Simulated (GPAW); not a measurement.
**Core-hole calculation of the P K edge in zinc-blende (GaP)₁₋ₓ(InP)ₓ at x = 0.875**

Aim: the P K edge in zinc-blende (GaP)₁₋ₓ(InP)ₓ at x = 0.875, one member of a composition series.

Calculated with GPAW 26.7.0; X-ray absorption from dipole matrix elements to empty bands, plane-wave PAW PBE.

## (1) The structure

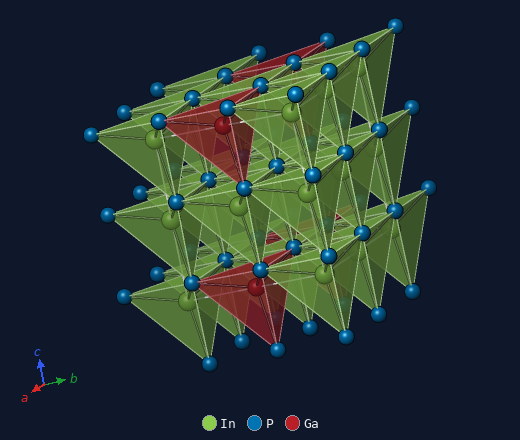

Start, viewed slightly off an axis; indium green, phosphorus blue, gallium red. Some periodic images of atoms are drawn too.

The cell holds 16 atoms: 7 In, 8 P and 1 Ga. Cell: a = 8.226 Å, b = 8.226 Å, c = 8.226 Å, α = 60.0°, β = 60.0°, γ = 60.0°. 16-atom zinc-blende cell, 7 of 8 Ga sites taken by In at random, lattice constants typed for the ends and interpolated (Vegard).

## (2) Relaxation

Bond lengths around the absorber set the edge shape, so the atoms are relaxed before any spectrum.

Input file relax.py:

```python
import numpy as np
from ase import Atoms
from ase.parallel import parprint, paropen
from gpaw import GPAW, PW, FermiDirac, Mixer, MixerDif, setup_paths
from ase.optimize import BFGS

atoms = Atoms('InPInPGaPInPInPInPInPInP',
    cell=[[0, 5.81675, 5.81675],
     [5.81675, 0, 5.81675],
     [5.81675, 5.81675, 0]],
    scaled_positions=[[0.998946, 0.999207, 0.998002],
     [0.125856, 0.122447, 0.124655],
     [0.998609, 0.997618, 0.50086],
     [0.12386, 0.128146, 0.623996],
     [0.000585, 0.501728, 0.000355],
     [0.126665, 0.625969, 0.123715],
     [0.000025, 0.496711, 0.502001],
     [0.126652, 0.628394, 0.627086],
     [0.498225, 0.998714, 0.999903],
     [0.621313, 0.123343, 0.125285],
     [0.500161, 0.001009, 0.499648],
     [0.626263, 0.123428, 0.623805],
     [0.495366, 0.498897, 0.001014],
     [0.62457, 0.624466, 0.122249],
     [0.499326, 0.500929, 0.498844],
     [0.6265, 0.622257, 0.625236]],
    pbc=True)
atoms.calc = GPAW(legacy_gpaw=True, mode=PW(400, force_complex_dtype=True), xc='PBE', setups={},
    kpts={'size': (3, 3, 3), 'gamma': True}, occupations=FermiDirac(0.08),
    charge=0, mixer=Mixer(0.1, 5, 50), maxiter=150,
    convergence={'density': 0.0001, 'eigenstates': 1e-6}, txt='relax.txt')
steps = []
opt = BFGS(atoms, logfile='-')
opt.attach(lambda: steps.append([atoms.get_potential_energy(), float(np.linalg.norm(atoms.get_forces(), axis=1).max())]))
done = opt.run(fmax=0.05, steps=30)
out = dict(done=bool(done), steps=steps, frac=atoms.get_scaled_positions().tolist())
import json
with paropen('out.json', 'w') as f:
    json.dump(out, f)
```

On the command line:

```sh
OMP_NUM_THREADS=1 mpirun -n 4 gpaw python relax.py
```

Numbers of over 12 decimals in the logs are rounded to 6 here.

The log of the run:

```text
Input parameters:
  convergence: {density: 0.0001,
                eigenstates: 1e-06}
  kpts: {gamma: True,
         size: (3, 3, 3)}
  maxiter: 150
  mixer: {backend: pulay,
          beta: 0.1,
          method: separate,
          nmaxold: 5,
          weight: 50}
  mode: {ecut: 400.0,
         force_complex_dtype: True,
         name: pw}
  occupations: {fixmagmom: False,
                name: fermi-dirac,
[...]
Forces in eV/Ang:
[...]
14 In    0.00545   -0.01639   -0.01421
 15 P    -0.00484    0.00990   -0.00989
Step     Time          Energy          fmax
BFGS:    0 02:04:24      -67.791290        1.176800
BFGS:    1 02:05:09      -67.873730        1.009332
BFGS:    2 02:06:06      -68.056852        0.196193
BFGS:    3 02:06:40      -68.060556        0.156427
BFGS:    4 02:07:15      -68.064470        0.092109
BFGS:    5 02:07:49      -68.066123        0.037215
[key lines of the parts left out:]
Converged after 6 iterations.
Dipole moment: (-21.597398, -23.804449, -21.519694) |e|*Ang
Free energy:    -68.066123
Fermi level: 5.30244
```

The job ended after 5 min (4 MPI ranks of Arm Neoverse V1, shared host; peak memory 0.37 GiB).

In 5 steps the energy fell by 275 meV (energies extrapolated to zero smearing) and the largest force to 0.037 eV/Å. Atom 2 (P; the text counts from 1, the script from 0) is among those that moved most, by 0.11 Å.

## (3) The field without a hole

The ground state comes first: it tells whether the system has a gap, which decides how the excited electron is treated.

Input file scf.py:

```python
import numpy as np
from ase import Atoms
from ase.parallel import parprint, paropen
from gpaw import GPAW, PW, FermiDirac, Mixer, MixerDif, setup_paths
from gpaw.test import gen
setup_paths.insert(0, '.')
gen('P', name='nch1s', xcname='PBE', corehole=(1, 0, 0), write_xml=True)
from gpaw.mpi import world
world.barrier()

atoms = Atoms('InPInPGaPInPInPInPInPInP',
    cell=[[0, 5.81675, 5.81675],
     [5.81675, 0, 5.81675],
     [5.81675, 5.81675, 0]],
    scaled_positions=[[0.9982712, 0.0005128, 0.9992581],
     [0.1188162, 0.1392837, 0.1196318],
     [0.0000241, 0.9997914, 0.4990717],
     [0.1251816, 0.1250618, 0.6240307],
     [0.9999744, 0.4994676, 0.0011709],
     [0.1187686, 0.6206644, 0.1214556],
     [0.0007522, 0.5006825, 0.5010146],
     [0.120862, 0.6199875, 0.640556],
     [0.4984095, 0.998127, 0.9996229],
     [0.6231297, 0.123346, 0.1252104],
     [0.5000034, 0.9990468, 0.5001141],
     [0.6245925, 0.1250775, 0.6242439],
     [0.4986464, 0.4986037, 0.9999725],
     [0.6396384, 0.6186628, 0.1187198],
     [0.5005215, 0.5004897, 0.4979614],
     [0.6252957, 0.6244278, 0.624649]],
    pbc=True)
atoms.calc = calc = GPAW(legacy_gpaw=True, mode=PW(400, force_complex_dtype=True), xc='PBE', setups={1: 'nch1s'},
    kpts={'size': (3, 3, 3), 'gamma': True}, occupations=FermiDirac(0.05),
    charge=0, mixer=Mixer(0.1, 5, 50), maxiter=150,
    convergence={'density': 0.0001, 'eigenstates': 1e-6}, txt='scf.txt')
energy = atoms.get_potential_energy() + calc.get_reference_energy()
ef = calc.get_fermi_level()
out = dict(energy=energy, fermi=ef, forces=atoms.get_forces().tolist())
parprint(f'all-electron energy {energy:.4f} eV, Fermi level {ef:.4f} eV')
ev = np.array([[calc.get_eigenvalues(k, s) for k in range(len(calc.get_ibz_k_points()))] for s in range(calc.get_number_of_spins())])
out['homo'], out['lumo'], out['counts'] = ev[ev < ef].max(), ev[ev > ef].min(), sorted(set((ev < ef).sum((0, 2)).tolist()))
out['filled'] = (ev[:, 0] < ef).sum(1).tolist()
import json
with paropen('out.json', 'w') as f:
    json.dump(out, f)
```

On the command line:

```sh
OMP_NUM_THREADS=1 mpirun -n 4 gpaw python scf.py
```

The log of the run:

```text
Input parameters:
  convergence: {density: 0.0001,
                eigenstates: 1e-06}
  kpts: {gamma: True,
         size: (3, 3, 3)}
  maxiter: 150
  mixer: {backend: pulay,
          beta: 0.1,
          method: separate,
          nmaxold: 5,
          weight: 50}
  mode: {ecut: 400.0,
         force_complex_dtype: True,
         name: pw}
  occupations: {fixmagmom: False,
                name: fermi-dirac,
                width: 0.05}
  setups: {1: nch1s}
  xc: PBE

Initialize ...

[... PAW data sets ...]

Reference energy: -1247135.918684  # eV

Spin-paired calculation

[... convergence settings ...]
Symmetries present (total): 1
  [... symmetry matrices ...]

27 k-points: 3 x 3 x 3 Monkhorst-Pack grid
14 k-points in the irreducible part of the Brillouin zone
       k-points in crystal coordinates                weights
   0:     0.00000000    0.00000000    0.00000000          1/27
   1:     0.00000000    0.00000000    0.33333333          2/27
   2:     0.00000000    0.33333333   -0.33333333          2/27
   3:     0.00000000    0.33333333    0.00000000          2/27
   4:     0.00000000    0.33333333    0.33333333          2/27
   5:     0.33333333   -0.33333333   -0.33333333          2/27
   6:     0.33333333   -0.33333333    0.00000000          2/27
   7:     0.33333333   -0.33333333    0.33333333          2/27
   8:     0.33333333    0.00000000   -0.33333333          2/27
   9:     0.33333333    0.00000000    0.00000000          2/27
          ...
  13:     0.33333333    0.33333333    0.33333333          2/27

Wave functions: Plane wave expansion
  Cutoff energy: 400.000 eV
  Number of coefficients (min, max): 7119, 7150
  Pulay-stress correction: 0.000000 eV/Ang^3 (de/decut=0.000000)
  Using FFTW library
  Wavefunction extrapolation:
    Improved wavefunction reuse through dual PAW basis

Occupation numbers: Fermi-Dirac:
  width: 0.0500  # eV

Eigensolver
   Davidson(niter=2)

Densities:
  Coarse grid: 40*40*40 grid
  Fine grid: 80*80*80 grid
  Total Charge: 0.000000

Density mixing:
  Method: separate
  Backend: pulay
  Linear mixing parameter: 0.1
  old densities: 5
  Width of damping distribution: 1.1
  Damping of long wavelength oscillations: 50

[... Hamiltonian set-up ...]
Number of atoms: 16
Number of atomic orbitals: 99
Number of bands in calculation: 85
Number of valence electrons: 134
Bands to converge: occupied

... initialized

Initializing position-dependent things.

Density initialized from atomic densities
Creating initial wave functions:
  85 bands from LCAO basis set

                                     In
              Ga        In  In
                         P
                              In
                P
                     In
                  P
                          In
         P              P

              P    In
                P

       P

Atomic positions and initial magnetic moments

Positions:
   0 In     5.815417   11.619129    5.809677    ( 0.0000,  0.0000,  0.0000)
   1 P      1.506047    1.386992    1.501303    ( 0.0000,  0.0000,  0.0000)
   2 In     8.718512    2.903115    5.815677    ( 0.0000,  0.0000,  0.0000)
   3 P      4.357284    4.357981    1.455603    ( 0.0000,  0.0000,  0.0000)
   4 Ga     2.912089    5.823412    8.721879    ( 0.0000,  0.0000,  0.0000)
   5 P      4.316727    1.397324    4.301097    ( 0.0000,  0.0000,  0.0000)
   6 In     5.826622    2.918652    2.916720    ( 0.0000,  0.0000,  0.0000)
[...]
13 P      4.289170    4.411180    7.319224    ( 0.0000,  0.0000,  0.0000)
  14 In     5.807740    5.807925    5.822632    ( 0.0000,  0.0000,  0.0000)
  15 P      7.265567    7.270616    7.269329    ( 0.0000,  0.0000,  0.0000)

Unit cell:
           periodic     x           y           z      points  spacing
  1. axis:    yes    0.000000    5.816750    5.816750    40     0.1679
  2. axis:    yes    5.816750    0.000000    5.816750    40     0.1679
  3. axis:    yes    5.816750    5.816750    0.000000    40     0.1679

  Lengths:   8.226127   8.226127   8.226127
  Angles:   60.000000  60.000000  60.000000

Effective grid spacing dv^(1/3) = 0.1832

iter:   1   -70.753854
iter:   2   -69.702168   -1.69  -1.08
iter:   3   -68.099554   -1.51  -1.15
iter:   4   -68.068465   -3.03  -1.53
iter:   5   -68.108712c  -2.65  -1.62
iter:   6   -68.082169c  -2.85  -2.27
iter:   7   -68.065707c  -3.66  -2.27
iter:   8   -68.065827c  -4.81  -2.87
iter:   9   -68.065546c  -4.78  -2.97
iter:  10   -68.065646c  -5.15  -3.22
iter:  11   -68.065496c  -5.56  -3.24
iter:  12   -68.065489c  -6.69c -3.80
iter:  13   -68.065485c  -6.58c -4.00
iter:  14   -68.065483c  -7.79c -4.01c

Converged after 14 iterations.

Dipole moment: (-21.599602, -23.804478, -21.521002) |e|*Ang

Energy contributions relative to reference atoms: (reference = -1247135.918684)

Kinetic:       +185.656294
Potential:     -169.930628
External:        +0.000000
XC:             -85.970602
Entropy (-ST):   -0.000116
Local:           +2.179511
SIC:             +0.000000
--------------------------
Free energy:    -68.065541
Extrapolated:   -68.065483

Showing only first 2 kpts
 Kpt  Band  Eigenvalues  Occupancy
  0    65      4.91437    1.99866
  0    66      4.91562    1.99863
  0    67      5.59008    0.00403
  0    68      6.27950    0.00000

  1    65      4.61143    2.00000
  1    66      4.61507    2.00000
  1    67      6.41612    0.00000
  1    68      6.81250    0.00000

Fermi level: 5.27979

Gap: 0.674 eV
Transition (v -> c):
  (s=0, k=0, n=66, [0.00, 0.00, 0.00]) -> (s=0, k=0, n=67, [0.00, 0.00, 0.00])
No difference between direct/indirect transitions

Forces in eV/Ang:
  0 In   -0.00851    0.04558   -0.00083
  1 P    -0.01127    0.02094   -0.00069
  2 In   -0.03014    0.00841   -0.01222
  3 P     0.01784   -0.00769   -0.00447
  4 Ga   -0.00659   -0.01467    0.00731
  5 P    -0.02179    0.00521    0.01436
  6 In   -0.02185   -0.01147    0.00751
[...]
13 P     0.02314   -0.00871   -0.00478
 14 In    0.01061   -0.02574   -0.01308
 15 P    -0.00613    0.00819   -0.00975
Scalar-relativistic atomic PBE calculation for P (Phosphorus, Z=15)
Core hole in 1s state (1s occupation: 2.0)
450 radial gridpoints.
|------------------------------------------------|
|------------------------------------------------|
[... the atom generator's iteration count ...]

Energy contributions:
-------------------------
Kinetic:     +342.906436
XC:           -22.991824
Potential:   -661.790396
-------------------------
Total:       -341.875784

state      eigenvalue         ekin         rmax
-----------------------------------------------
1s^2.0 :   -76.579645   106.980195        0.068
2s^2.0 :    -6.393391    15.726762        0.419
2p^6.0 :    -4.575064    14.823216        0.354
3s^2.0 :    -0.513310     2.126100        1.575
3p^3.0 :    -0.202354     1.433676        1.835
-----------------------------------------------
(units: Bohr and Hartree)

Generating PAW setup
Kinetic energy of the core from tauc = 335.182992
Cutoffs:
rc(s)=1.800
rc(p)=1.800
rc(d)=1.800
rc(vbar)=1.620
rc(comp)=1.800
rc(nct)=1.800

Kinetic energy of the core states: 334.353209
Charge: 0.0
Core electrons: 10.0
Valence electrons: 5.0
Pseudo-core charge: 0.177519
Shape function alpha=3.086
Pseudo-electron charge 5.446445
state    eigenvalue         norm
--------------------------------
3s(2) :    -0.513310     1.123125
*s    :     0.486690
3p(3) :    -0.202354     1.007558
*p    :     0.797646
*d    :     0.000000
--------------------------------

Diagonalizing with gridspacing h=0.050

state   all-electron     PAW
-------------------------------
3s:      -0.513310    -0.513614
3p:      -0.202354    -0.202609
*d:                    0.037583
*f:                    0.071811
-------------------------------
all-electron energy -1247203.9842 eV, Fermi level 5.2798 eV
```

It took 86 s on 4 MPI ranks; peak memory 0.37 GiB.

The mesh shows a gap of 0.67 eV. The excited electron is kept all the same, so that all members of the series, with or without a gap, are treated alike.

## (4) Reference energy of the cell

The photon energy needs a difference of total energies, so the cell and mesh of the coming hole run are first run without a hole.

scf.py: that of step 3 with these lines changed.

```diff
@@ -32,3 +32,3 @@
 atoms.calc = calc = GPAW(legacy_gpaw=True, mode=PW(400, force_complex_dtype=True), xc='PBE', setups={1: 'nch1s'},
-    kpts={'size': (3, 3, 3), 'gamma': True}, occupations=FermiDirac(0.05),
+    kpts={'size': (3, 3, 3), 'gamma': True}, occupations=FermiDirac(0.02),
     charge=0, mixer=Mixer(0.1, 5, 50), maxiter=150,
```

The log of the run:

```text
Input parameters:
  convergence: {density: 0.0001,
                eigenstates: 1e-06}
  kpts: {gamma: True,
         size: (3, 3, 3)}
  maxiter: 150
  mixer: {backend: pulay,
          beta: 0.1,
          method: separate,
          nmaxold: 5,
          weight: 50}
  mode: {ecut: 400.0,
         force_complex_dtype: True,
         name: pw}
  occupations: {fixmagmom: False,
                name: fermi-dirac,
[...]
3s(2) :    -0.513310     1.123125
*s    :     0.486690
3p(3) :    -0.202354     1.007558
*p    :     0.797646
*d    :     0.000000
--------------------------------

Diagonalizing with gridspacing h=0.050

state   all-electron     PAW
-------------------------------
3s:      -0.513310    -0.513614
3p:      -0.202354    -0.202609
*d:                    0.037583
*f:                    0.071811
-------------------------------
all-electron energy -1247203.9842 eV, Fermi level 5.2627 eV
[key lines of the parts left out:]
Converged after 14 iterations.
Dipole moment: (-21.599545, -23.804484, -21.520945) |e|*Ang
Free energy:    -68.065526
Fermi level: 5.26270
```

The job ended after 86 s (4 MPI ranks; peak memory 0.37 GiB).

Reference energy: -1247203.984 eV with the cores included.

(Continued in part 2 of 2.)

[Banner, clock and machine lines of the logs are left out without a mark of their own.]

[Logs are printed without paths, hosts, clocks, repeated set-up lines and the standing remarks that a program may print on its own settings, such as how far it seeks lower states.]

[Hosts, paths, dates, database ids (printed as entryN), source tags and the programs' standing remarks are cut or masked in the printed files.]

[Lists of maxima count a maximum above −3 eV only where it reaches 4 % of the highest in the window and stands out from its surroundings by 2 % of it (1.5 % where it reaches 55 %); shoulders and weaker maxima are passed over, and of the rest the first, up to two pre-edge ones and the few strongest are named.]
